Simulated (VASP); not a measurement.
# InSbN2: structure and properties in VASP, part 4 of 5

Aim: relax InSbN2, then compute properties on the relaxed cell. The cell is invented: it takes the structure of a Materials Project entry for InGaN2 (space group 156 there), with some of its atoms replaced by other elements, volume scaled by an estimate. It may not be a known or stable phase.

VASP 6.6.1; LDA; plane waves and PAW (Sb, In_d, N); invented cell.

So far. Step 5 (Band structure (LDA)): There is no gap at this level. Step 6 (Density of states (LDA)): The finer mesh and the other smearing move the Fermi level by +0.24 eV from the 6×6×4 run, one measure of the sampling error in the zero of the bands above. Of the states within 0.3 eV of the Fermi level, the largest shares in the PAW spheres are N p 28 %, In s 9 % and Sb s 8 %. The rest lies in smaller channels or between the spheres.

**7. Optical spectrum (LDA)**

LOPTICS sums transitions from filled to empty bands. NBANDS is raised for it.

File INCAR:

```
SYSTEM = InSbN2
PREC = Accurate
ENCUT = 520
EDIFF = 1E-06
NELM = 100
ISMEAR = 0
SIGMA = 0.05
LREAL = .FALSE.
ALGO = Normal
GGA = CA
NBANDS = 46
LORBIT = 11
LWAVE = .FALSE.
LCHARG = .FALSE.
KPAR = 2
LOPTICS = .TRUE.
NEDOS = 1500
CSHIFT = 0.1
```

File POSCAR:

```
InSbN2
1.0
    3.7922565439      0.0000000000      0.0000000000
   -1.8961282720      3.2841894954      0.0000000000
    0.0000000000      0.0000000000      5.1914643668
Sb In N
1 1 2
Direct
    0.6666666700      0.3333333300      0.5280245363
    0.0000000000      0.0000000000      0.0132476140
    0.6666666700      0.3333333300      0.1205562738
    0.0000000000      0.0000000000      0.5797705760
```

File KPOINTS:

```
Automatic mesh
0
Gamma
9 9 6
0 0 0
```

Potentials, in the order of the species: Sb, In_d and N (LDA family, release 64).

Run with:

```console
mpirun -np 2 vasp_std
```

Log:

```text
[... set-up lines as in an earlier step ...]
 entering main loop
       N       E                     dE             d eps       ncg     rms          rms(c)
DAV:   1     0.238462580192E+03    0.23846E+03   -0.10209E+04  6320   0.677E+02
DAV:   2     0.682790080227E+01   -0.23163E+03   -0.20123E+03  6082   0.236E+02
DAV:   3    -0.273992453088E+02   -0.34227E+02   -0.33108E+02  6588   0.714E+01
DAV:   4    -0.285970956610E+02   -0.11979E+01   -0.11958E+01  6858   0.135E+01
DAV:   5    -0.286235343516E+02   -0.26439E-01   -0.26435E-01  8216   0.203E+00    0.128E+01
DAV:   6    -0.248249300891E+02    0.37986E+01   -0.11910E+01  8854   0.205E+01    0.656E+00
DAV:   7    -0.245983496661E+02    0.22658E+00   -0.11548E+00  6672   0.587E+00    0.308E+00
DAV:   8    -0.245602849008E+02    0.38065E-01   -0.22894E-01  6560   0.186E+00    0.148E+00
DAV:   9    -0.245307575998E+02    0.29527E-01   -0.60629E-02  6784   0.113E+00    0.406E-01
DAV:  10    -0.245290220530E+02    0.17355E-02   -0.10600E-02  6802   0.467E-01    0.249E-01
DAV:  11    -0.245290760935E+02   -0.54041E-04   -0.83167E-04  6820   0.101E-01    0.557E-02
DAV:  12    -0.245290675078E+02    0.85858E-05   -0.32785E-05  7544   0.268E-02    0.179E-02
DAV:  13    -0.245290672226E+02    0.28518E-06   -0.87551E-06  7402   0.145E-02
   1 F= -.24529067E+02 E0= -.24527547E+02  d E =-.304107E-02
 optical routines
 imaginary and real dielectric function
 recalculating local potential from charge density
 direction            1
 direction            2
 direction            3
```

Elapsed: 1.8 min, on 2 MPI ranks of Intel Xeon Platinum 8375C at 2.90GHz (Ice Lake), shared host; peak memory 0.79 GiB.

From OUTCAR (step 7):

```text
   k-points           NKPTS =     62   k-points in BZ     NKDIM =     62   number of bands    NBANDS=     46

   NELECT =      28.0000    total number of electrons

 E-fermi :   8.4854

 k-point     1 :       0.0000    0.0000    0.0000
  band No.  band energies     occupation
    ...
     11       3.7676      2.00000
     12       5.5737      2.00000
     13       5.6964      2.00000
     14       5.6964      2.00000
     15       6.9557      2.00000
     16      11.0514      0.00000
     17      11.0514      0.00000
     18      13.0982      0.00000
     19      14.7255      0.00000
     20      14.7255      0.00000
    ...

  Total        0.0384592      0.0384592     -0.0257158     -0.0000000      0.0000000      0.0000000
  in kB        0.9530045      0.9530039     -0.6372288     -0.0000000      0.0000000      0.0000000
  external PRESSURE =       0.4229266 kB  Pullay stress =       0.0000000 kB

 POSITION                                       TOTAL-FORCE (eV/Angst)
 -----------------------------------------------------------------------------------
      1.89613      1.09473      2.74122         0.000000      0.000000     -0.061109
      0.00000      0.00000      0.06877        -0.000000     -0.000000      0.054523
      1.89613      1.09473      0.62586         0.000000      0.000000     -0.054471
      0.00000      0.00000      3.00986         0.000000      0.000000      0.061057
 -----------------------------------------------------------------------------------
    total drift:                               -0.000014      0.000025      0.000360

  FREE ENERGIE OF THE ION-ELECTRON SYSTEM (eV)
  ---------------------------------------------------
  free  energy   TOTEN  =       -24.5290672226 eV

  energy  without entropy=      -24.5260261493  energy(sigma->0) =      -24.52754669

 plasma frequency squared (from intraband transitions) (eV^2)
  --------------------------------------------------------------------------------------
      71.049      -0.000       0.000
      -0.000      71.049      -0.000
       0.000       0.000      17.216

[... 7 parts as in an earlier step ...]

[... 9 further parts left out ...]
```

These are independent-particle spectra without excitons or local fields, and fine structure depends on the mesh and on CSHIFT. The intraband (Drude) part is not in this spectrum.

Numbers from this step:

| Item | Value |
| --- | --- |
| SCF cycles | 13 |
| bands | 46 |
| free energy (TOTEN) | -24.53 eV |
| energy at zero smearing | -24.53 eV |
| Fermi energy | 8.485 eV |
| pressure | 0.04229 GPa |

The imaginary dielectric function has structure finer than the step of the table below, so its rows give means over 2 eV, whole bins alone (the curve runs from 0 to 25.0 eV). Peaks (eV: height): xx 1.9: 14.8, 3.4: 11.2, 4.0: 10.5, 6.9: 7.74; zz 1.6: 12.0, 4.0: 12.8, 4.9: 14.7, 7.0: 8.89.

Imaginary dielectric function against photon energy; means over each step:

```
photon energy (eV)     xx     zz
                 2   9.97   6.40
                 4   8.52   9.38
                 6   5.98   6.67
                 8   5.77   6.21
                10   2.83   2.86
                12   1.33   1.64
                14  0.801  0.918
                16  0.616  0.607
                18  0.515  0.457
                20  0.519  0.445
                22  0.420  0.501
```

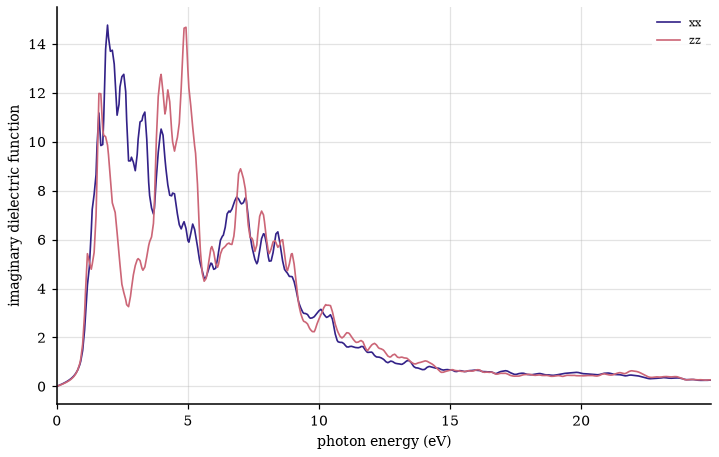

Imaginary dielectric function against photon energy.

The real dielectric function by photon energy:

```
photon energy (eV)       xx      zz
                 0     13.7    12.1
                 2     11.0    6.47
                 4     2.97    7.86
                 6     2.45   0.872
                 8    -1.17   -1.62
                10    -1.40  -0.852
                12    -1.16  -0.974
                14   -0.370  -0.599
                16  -0.0231  -0.133
                18    0.179   0.141
                20    0.287   0.338
                22    0.298   0.324
                24    0.380   0.328
```

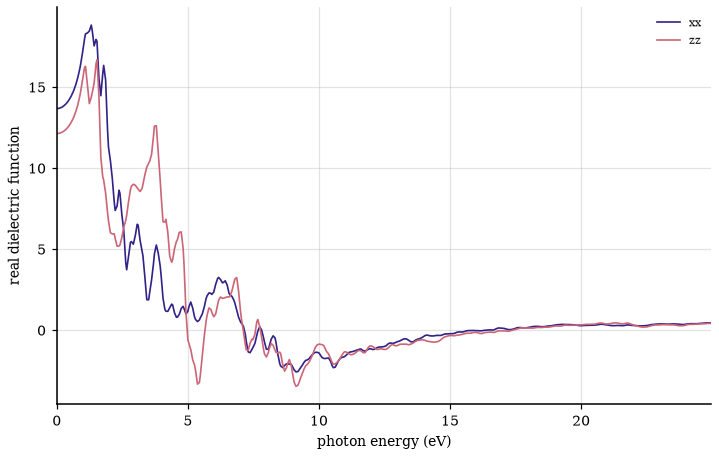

Real dielectric function against photon energy.

Force by atom:

```
atom  x (eV/Å)  y (eV/Å)  z (eV/Å)    size
 Sb1    0.0000    0.0000   -0.0611  0.0611
 In2    0.0000    0.0000    0.0545  0.0545
  N3    0.0000    0.0000   -0.0545  0.0545
  N4    0.0000    0.0000    0.0611  0.0611
```

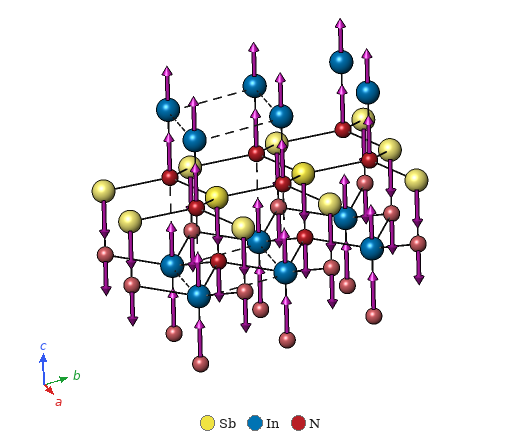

Force as arrows, the longest 0.0611 eV/Å. 1×2×1 cells are drawn. Some periodic images of atoms are drawn too.

**8. Volume scan with LDA, volume scale 0.94**

An equation of state needs energies on both sides of the minimum, all on one mesh and cutoff.

INCAR, as its differences from that of step 7:

```diff
@@ -10,3 +10,3 @@
 GGA = CA
-NBANDS = 46
+NBANDS = 20
 LORBIT = 11
@@ -15,4 +15,2 @@
 KPAR = 2
-LOPTICS = .TRUE.
-NEDOS = 1500
-CSHIFT = 0.1
+ISIF = 2
```

File POSCAR:

```
InSbN2
1.0
    3.7148418311      0.0000000000      0.0000000000
   -1.8574209156      3.2171464081      0.0000000000
    0.0000000000      0.0000000000      5.0854863776
Sb In N
1 1 2
Direct
    0.6666666700      0.3333333300      0.5280245363
    0.0000000000      0.0000000000      0.0132476140
    0.6666666700      0.3333333300      0.1205562738
    0.0000000000      0.0000000000      0.5797705760
```

File KPOINTS:

```
Automatic mesh
0
Gamma
6 6 4
0 0 0
```

Run with:

```console
mpirun -np 2 vasp_std
```

Log:

```text
[... set-up lines as in an earlier step ...]
 entering main loop
       N       E                     dE             d eps       ncg     rms          rms(c)
DAV:   1     0.245813153788E+03    0.24581E+03   -0.12729E+04   964   0.158E+03
DAV:   2     0.205655768668E+01   -0.24376E+03   -0.23382E+03  1048   0.390E+02
DAV:   3    -0.272531452149E+02   -0.29310E+02   -0.28282E+02  1220   0.130E+02
DAV:   4    -0.286324548473E+02   -0.13793E+01   -0.13572E+01  1148   0.286E+01
DAV:   5    -0.286809765207E+02   -0.48522E-01   -0.48485E-01  1356   0.554E+00    0.135E+01
DAV:   6    -0.246070190313E+02    0.40740E+01   -0.22714E+01  1436   0.497E+01    0.914E+00
DAV:   7    -0.245014896482E+02    0.10553E+00   -0.17325E+00  1076   0.118E+01    0.308E+00
DAV:   8    -0.244594093528E+02    0.42080E-01   -0.27960E-01  1268   0.396E+00    0.984E-01
DAV:   9    -0.244427921541E+02    0.16617E-01   -0.38104E-02  1472   0.246E+00    0.367E-01
DAV:  10    -0.244418108926E+02    0.98126E-03   -0.40089E-03  1220   0.545E-01    0.175E-01
DAV:  11    -0.244417728369E+02    0.38056E-04   -0.24975E-03  1284   0.420E-01    0.912E-02
DAV:  12    -0.244416807582E+02    0.92079E-04   -0.37941E-04  1308   0.217E-01    0.400E-02
DAV:  13    -0.244416822875E+02   -0.15293E-05   -0.42596E-05  1096   0.460E-02    0.885E-03
DAV:  14    -0.244416820803E+02    0.20717E-06   -0.70415E-06  1276   0.227E-02
   1 F= -.24441682E+02 E0= -.24441230E+02  d E =-.903414E-03
```

Elapsed: 21 s, on 2 MPI ranks; peak memory 0.33 GiB.

From OUTCAR (step 8):

```text
   ENCUT  =  520.0 eV  38.22 Ry    6.18 a.u.   6.91  6.91  9.46*2*pi/ulx,y,z

   NELECT =      28.0000    total number of electrons

 E-fermi :   9.2078

 k-point     1 :       0.0000    0.0000    0.0000
  band No.  band energies     occupation
    ...
     11       4.3680      2.00000
     12       6.2488      2.00000
     13       6.3715      2.00000
     14       6.3715      2.00000
     15       7.9186      2.00000
     16      12.0752      0.00000
     17      12.0752      0.00000
     18      14.1320      0.00000
     19      15.8072      0.00000
     20      15.8072      0.00000

  Total        3.2957737      3.2957716      3.3880266     -0.0000000      0.0000000     -0.0000000
  in kB       86.8809007     86.8808473     89.3128090     -0.0000000      0.0000000     -0.0000000
  external PRESSURE =      87.6915190 kB  Pullay stress =       0.0000000 kB

 POSITION                                       TOTAL-FORCE (eV/Angst)
 -----------------------------------------------------------------------------------
      1.85742      1.07238      2.68526         0.000000      0.000000      0.363175
      0.00000      0.00000      0.06737        -0.000000      0.000000      0.044830
      1.85742      1.07238      0.61309         0.000000      0.000000     -0.201998
      0.00000      0.00000      2.94842        -0.000000      0.000000     -0.206008
 -----------------------------------------------------------------------------------
    total drift:                               -0.000013      0.000026      0.000566

  FREE ENERGIE OF THE ION-ELECTRON SYSTEM (eV)
  ---------------------------------------------------
  free  energy   TOTEN  =       -24.4416820803 eV

  energy  without entropy=      -24.4407786660  energy(sigma->0) =      -24.44123037

[... 4 parts as in an earlier step ...]

[... 12 further parts left out ...]
```

The scan keeps the cell's shape and the fractional positions fixed.

This step gave:

| Property | Result |
| --- | --- |
| SCF cycles | 14 |
| bands | 20 |
| irreducible k-points | 24 |
| free energy (TOTEN) | -24.44 eV |
| energy at zero smearing | -24.44 eV |
| Fermi energy | 9.208 eV |
| pressure | 8.769 GPa |

Force by atom:

```
atom  x (eV/Å)  y (eV/Å)  z (eV/Å)   size
 Sb1     0.000     0.000     0.363  0.363
 In2     0.000     0.000     0.045  0.045
  N3     0.000     0.000    -0.202  0.202
  N4     0.000     0.000    -0.206  0.206
```

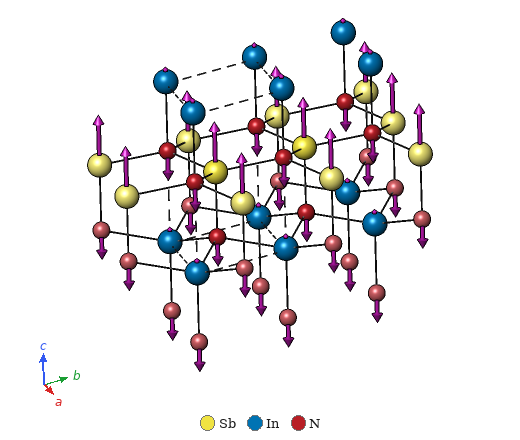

Force as arrows, the longest 0.363 eV/Å. 1×2×1 cells are drawn. Some periodic images of atoms are drawn too.

The pressure here is 8.77 GPa.

**9. Volume scan with LDA, volume scale 0.96**

INCAR is that of step 8.

File POSCAR:

```
InSbN2
1.0
    3.7410035510      0.0000000000      0.0000000000
   -1.8705017756      3.2398031152      0.0000000000
    0.0000000000      0.0000000000      5.1213008419
Sb In N
1 1 2
Direct
    0.6666666700      0.3333333300      0.5280245363
    0.0000000000      0.0000000000      0.0132476140
    0.6666666700      0.3333333300      0.1205562738
    0.0000000000      0.0000000000      0.5797705760
```

KPOINTS is that of step 8.

Run with:

```console
mpirun -np 2 vasp_std
```

Log:

```text
[... set-up lines as in an earlier step ...]
 entering main loop
       N       E                     dE             d eps       ncg     rms          rms(c)
DAV:   1     0.245843720589E+03    0.24584E+03   -0.12801E+04   968   0.159E+03
DAV:   2     0.433011516044E+01   -0.24151E+03   -0.23219E+03  1028   0.384E+02
DAV:   3    -0.272274723885E+02   -0.31558E+02   -0.30507E+02  1260   0.133E+02
DAV:   4    -0.286267860136E+02   -0.13993E+01   -0.13855E+01  1084   0.284E+01
DAV:   5    -0.286788662248E+02   -0.52080E-01   -0.51999E-01  1424   0.580E+00    0.132E+01
DAV:   6    -0.246889575737E+02    0.39899E+01   -0.23009E+01  1436   0.488E+01    0.898E+00
DAV:   7    -0.245590039794E+02    0.12995E+00   -0.17604E+00  1064   0.120E+01    0.304E+00
DAV:   8    -0.245178304270E+02    0.41174E-01   -0.29438E-01  1260   0.400E+00    0.960E-01
DAV:   9    -0.245010978631E+02    0.16733E-01   -0.37911E-02  1476   0.242E+00    0.366E-01
DAV:  10    -0.245001274084E+02    0.97045E-03   -0.42264E-03  1204   0.534E-01    0.179E-01
DAV:  11    -0.245000491060E+02    0.78302E-04   -0.27255E-03  1260   0.446E-01    0.910E-02
DAV:  12    -0.244999685315E+02    0.80575E-04   -0.27190E-04  1288   0.177E-01    0.515E-02
DAV:  13    -0.244999608806E+02    0.76509E-05   -0.62058E-05  1156   0.666E-02    0.965E-03
DAV:  14    -0.244999604773E+02    0.40333E-06   -0.16126E-05  1352   0.316E-02    0.657E-03
DAV:  15    -0.244999602586E+02    0.21868E-06   -0.88507E-07   588   0.105E-02
   1 F= -.24499960E+02 E0= -.24499509E+02  d E =-.903410E-03
```

The job ended after 25 s (2 MPI ranks; peak memory 0.32 GiB).

Parts of OUTCAR (step 9):

```text
   ENCUT  =  520.0 eV  38.22 Ry    6.18 a.u.   6.96  6.96  9.52*2*pi/ulx,y,z

   NELECT =      28.0000    total number of electrons

 E-fermi :   8.8713

 k-point     1 :       0.0000    0.0000    0.0000
  band No.  band energies     occupation
    ...
     11       4.1654      2.00000
     12       6.0119      2.00000
     13       6.1281      2.00000
     14       6.1281      2.00000
     15       7.5757      2.00000
     16      11.7321      0.00000
     17      11.7321      0.00000
     18      13.7777      0.00000
     19      15.4234      0.00000
     20      15.4234      0.00000

  Total        2.1235522      2.1235509      2.1722042     -0.0000000      0.0000000      0.0000000
  in kB       54.8133685     54.8133348     56.0691810     -0.0000000      0.0000000      0.0000000
  external PRESSURE =      55.2319614 kB  Pullay stress =       0.0000000 kB

 POSITION                                       TOTAL-FORCE (eV/Angst)
 -----------------------------------------------------------------------------------
      1.87050      1.07993      2.70417         0.000000      0.000000      0.232658
      0.00000      0.00000      0.06785        -0.000000      0.000000      0.029642
      1.87050      1.07993      0.61740        -0.000000      0.000000     -0.131904
      0.00000      0.00000      2.96918         0.000000      0.000000     -0.130397
 -----------------------------------------------------------------------------------
    total drift:                               -0.000014      0.000025      0.000212

  FREE ENERGIE OF THE ION-ELECTRON SYSTEM (eV)
  ---------------------------------------------------
  free  energy   TOTEN  =       -24.4999602586 eV

  energy  without entropy=      -24.4990568482  energy(sigma->0) =      -24.49950855

[... 3 parts as in an earlier step ...]

[... 13 further parts left out ...]
```

This step gave:

```
SCF cycles              : 15
free energy (TOTEN)     : -24.50 eV
energy at zero smearing : -24.50 eV
Fermi energy            : 8.871 eV
pressure                : 5.523 GPa
```

Force by atom:

```
atom  x (eV/Å)  y (eV/Å)  z (eV/Å)   size
 Sb1     0.000     0.000     0.233  0.233
 In2     0.000     0.000     0.030  0.030
  N3     0.000     0.000    -0.132  0.132
  N4     0.000     0.000    -0.130  0.130
```

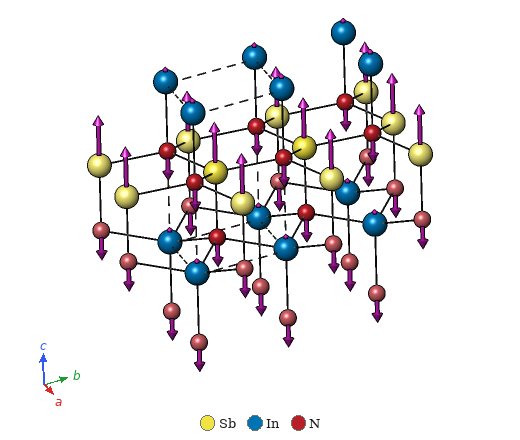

Force as arrows, the longest 0.233 eV/Å. 1×2×1 cells are drawn. Some periodic images of atoms are drawn too.

The pressure falls from 8.77 to 5.52 GPa.

**10. Volume scan with LDA, volume scale 0.98**

INCAR is that of step 9.

File POSCAR:

```
InSbN2
1.0
    3.7668043908      0.0000000000      0.0000000000
   -1.8834021955      3.2621472910      0.0000000000
    0.0000000000      0.0000000000      5.1566212742
Sb In N
1 1 2
Direct
    0.6666666700      0.3333333300      0.5280245363
    0.0000000000      0.0000000000      0.0132476140
    0.6666666700      0.3333333300      0.1205562738
    0.0000000000      0.0000000000      0.5797705760
```

KPOINTS is that of step 9.

Run with:

```console
mpirun -np 2 vasp_std
```

Log:

```text
[... set-up lines as in an earlier step ...]
 entering main loop
       N       E                     dE             d eps       ncg     rms          rms(c)
DAV:   1     0.245966705117E+03    0.24597E+03   -0.12894E+04   960   0.157E+03
DAV:   2     0.135831018320E+01   -0.24461E+03   -0.23462E+03  1076   0.385E+02
DAV:   3    -0.272160535045E+02   -0.28574E+02   -0.27538E+02  1188   0.126E+02
DAV:   4    -0.286043308592E+02   -0.13883E+01   -0.13696E+01  1136   0.286E+01
[...]
DAV:  13    -0.245334316408E+02    0.17403E-04   -0.74389E-05  1268   0.819E-02    0.135E-02
DAV:  14    -0.245334296542E+02    0.19866E-05   -0.27200E-05  1320   0.421E-02    0.867E-03
DAV:  15    -0.245334295128E+02    0.14142E-06   -0.13260E-06   744   0.110E-02
   1 F= -.24533430E+02 E0= -.24532978E+02  d E =-.903409E-03
```

Run time: 19 s. Hardware: 2 MPI ranks; peak memory 0.32 GiB; 36 s of CPU time.

Parts of OUTCAR (step 10):

```text
  Total        1.0293878      1.0293871      1.0468115     -0.0000000      0.0000000     -0.0000000
  in kB       26.0284143     26.0283983     26.4689790     -0.0000000      0.0000000     -0.0000000
  external PRESSURE =      26.1752639 kB  Pullay stress =       0.0000000 kB

 POSITION                                       TOTAL-FORCE (eV/Angst)
 -----------------------------------------------------------------------------------
      1.88340      1.08738      2.72282        -0.000000     -0.000000      0.111548
      0.00000      0.00000      0.06831         0.000000      0.000000      0.015920
      1.88340      1.08738      0.62166        -0.000000     -0.000000     -0.067040
      0.00000      0.00000      2.98966         0.000000     -0.000000     -0.060428
 -----------------------------------------------------------------------------------
    total drift:                               -0.000014      0.000025      0.000653

  FREE ENERGIE OF THE ION-ELECTRON SYSTEM (eV)
  ---------------------------------------------------
  free  energy   TOTEN  =       -24.5334295128 eV

  energy  without entropy=      -24.5325261039  energy(sigma->0) =      -24.53297781

[... 1 part as in an earlier step ...]

[... 2 further parts left out ...]
[key lines of the parts left out:]
E-fermi :   8.5466
```

The pressure falls from 5.52 to 2.62 GPa.

The run ends at a pressure of 2.62 GPa, with forces up to 0.11 eV/Å.

(Continued in part 5 of 5.)

[Lines on the potential files, build, host, timing and source positions are cut from VASP's logs without a mark.]

[Logs are printed without paths, hosts, clocks, repeated set-up lines and the standing remarks that a program may print on its own settings, such as how far it seeks lower states.]

[Hosts, paths, dates, database ids (printed as entryN), source tags and the programs' standing remarks are cut or masked in the printed files.]

[A measured line is paired with the nearest computed mode of its activity, which favours agreement.]
